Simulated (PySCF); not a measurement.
# C$_{6}$H$_{16}$OSi (SiHMe2(OtBu)): what the fields show

Input

```
{"job": {"kind": "nmr", "xc": "PBE0", "basis": "pcSseg-1"}, "charge": 0, "multiplicity": 1}
Si     0.578181     1.408726    -0.160658
H      0.583710     1.724770     1.307864
C      2.336600     1.090943    -0.727424
H      2.934312     2.015528    -0.681212
H      2.340355     0.735505    -1.770229
H      2.840284     0.332709    -0.109089
C     -0.170653     2.824941    -1.120546
H     -0.183929     2.589485    -2.196407
H      0.408108     3.751227    -0.979254
H     -1.206942     3.011716    -0.801206
O     -0.399507     0.087914    -0.462419
C     -0.668972    -1.068251     0.317161
C     -1.624522    -0.691855     1.447273
C     -1.329439    -2.062577    -0.630342
C      0.625247    -1.651384     0.879970
H     -1.907272    -1.575145     2.039842
H     -1.158073     0.038529     2.125855
H     -2.537533    -0.241216     1.030647
H     -2.235840    -1.617290    -1.066178
H     -1.606710    -2.989864    -0.106835
H     -0.643575    -2.312808    -1.453120
H      1.122771    -0.932780     1.551348
H      1.320069    -1.904370     0.065031
H      0.425661    -2.564973     1.459897
```

Run with:

```sh
OMP_NUM_THREADS=2 python probes_run.py task.json out
```

Geometry: PBE0-D3(BJ)/def2-SVP.

Computed with PySCF 2.14.0, PBE0/pcSseg-1, SCF density, gas phase, non-relativistic.

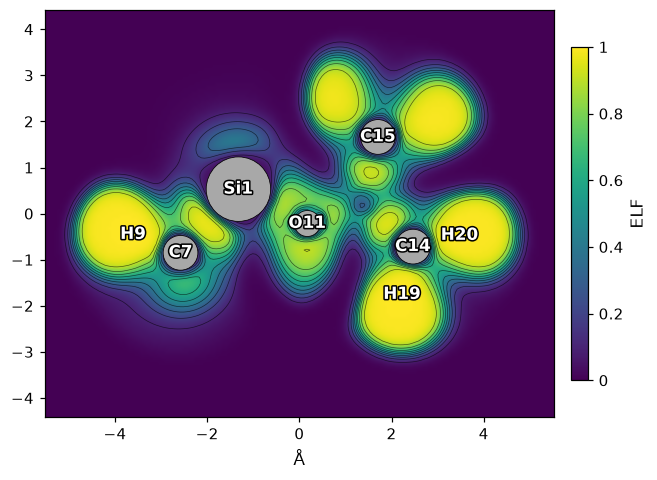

Figure 1. Electron localisation function on the plane of atoms Si1, C7 and H9. Grey discs cover the atomic cores.

Interpret the plot.

Answer. Atoms in the plane: Si, C, H and O. Si–O (1.67 Å): the ELF peaks at about 0.85 between the atoms: a polar covalent bond. C–Si (1.87 Å): the ELF peaks at about 0.95 between the atoms: a covalent bond. C–H (1.10 Å): the ELF climbs to about 1 towards the hydrogen, as it does in any bond to H (an ordinary covalent bond to hydrogen). The ELF also peaks beside O11, away from the bonds: lone-pair regions.

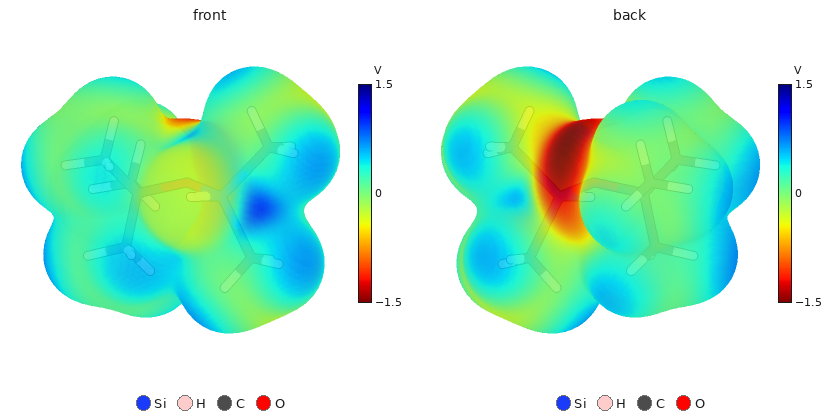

Figure 2. The electrostatic potential painted on the density surface at 0.002 e/bohr³, seen from the front and from behind; the colour scale runs from red (negative) to blue (positive).

Where is the surface potential most negative and most positive?

Answer. The most negative region (about −1.5 V) lies over O11, the most positive (about +0.8 V) over Si1. O11 is the likeliest acceptor of a hydrogen bond.

How polar is the molecule by this calculation?

Answer. Its dipole moment is 0.69 D.
